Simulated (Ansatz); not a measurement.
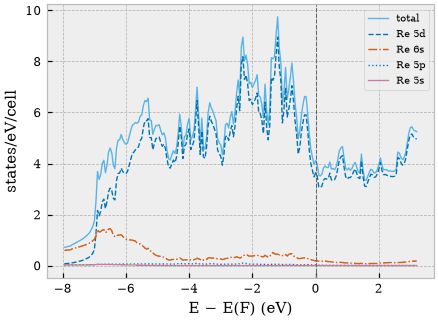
Figure. Total and projected density of states of Re in space group P-6m2 (No. 187; Re on 2g, Re on 2h, Re on 1a, Re on 1f), plane-wave PAW r²SCAN (Ansatz code)

**Question.** Which orbitals carry the states next to the Fermi level?

**Answer.** Within 0.5 eV of the Fermi level: Re 5d 88 %, outside the projected shells 6 %. Projections are on Löwdin-orthogonalised atomic valence shells; empty p or d shells of many metals are not among them.

**Question.** Where is the tallest occupied peak in this window, and what makes it?

**Answer.** Near -1.2 eV, about 9.7 states/eV per cell; the largest projected share is Re 5d.

The start of the workflow was typed in or built on a structure type; neither database checked (COD, Materials Project) lists it. It is not the phase usual at ambient conditions (space group No. 194). The r²SCAN relaxation kept the symmetry of its start; whether a distortion lowers the energy is not shown. No spin polarisation was allowed. Scalar-relativistic: spin–orbit coupling is off unless named, which matters more the heavier the elements.

Potentials: the later of the program's two PAW sets.
